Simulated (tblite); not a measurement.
# BGeH11N6: the cost of one run

Computed with tblite 0.8.0 and PySCF 2.14.0; each step states its level. No surroundings beyond the atoms listed, unless a continuum is named. Atoms count from 0, parts from 1.

## 1. The system as given

19 atoms, charge 0, multiplicity 1; geometry: distance geometry start.

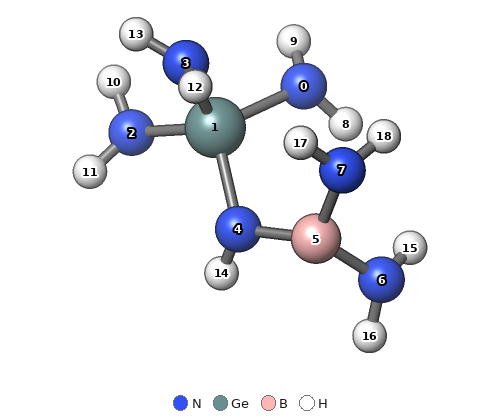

The starting geometry (nitrogen blue, germanium teal, boron pink, hydrogen white), atoms numbered.

## 2. Geometry optimisation with GFN2-xTB

Job settings and geometry (Å):

```
{"job": {"kind": "relax", "xc": "GFN2-xTB", "basis": "xTB"}, "charge": 0, "multiplicity": 1}
N     -1.002775     0.270086     0.304686
Ge     0.438414    -0.766221     0.982556
N      0.191972    -2.601814     0.472546
N      0.497488    -0.639943     2.894204
N      2.077579    -0.117237     0.243785
B      2.267301     1.417935     0.259035
N      2.095067     2.131741    -1.121357
N      1.688626     2.174899     1.464792
H     -0.810439     0.834917    -0.511013
H     -1.919851    -0.160757     0.370547
H     -0.646332    -3.060453     0.814396
H      1.036920    -3.161268     0.449786
H      1.282698    -0.107611     3.265847
H      0.262412    -1.477117     3.393682
H      2.425694    -0.620490    -0.569934
H      1.151332     2.295520    -1.436979
H      2.754287     1.834606    -1.865987
H      1.795801     1.732097     2.378937
H      0.819588     2.659881     1.310813
```

Level: GFN2-xTB geometry optimisation, gas phase.

Run with:

```sh
> OMP_NUM_THREADS=1 python cluster_run.py task.json out
```

The driver reads the jobs from task.json and runs them one after another.

Q: Estimate the wall time of this first job on 1 thread of Arm Neoverse V2, shared host.

About 5.9 s.
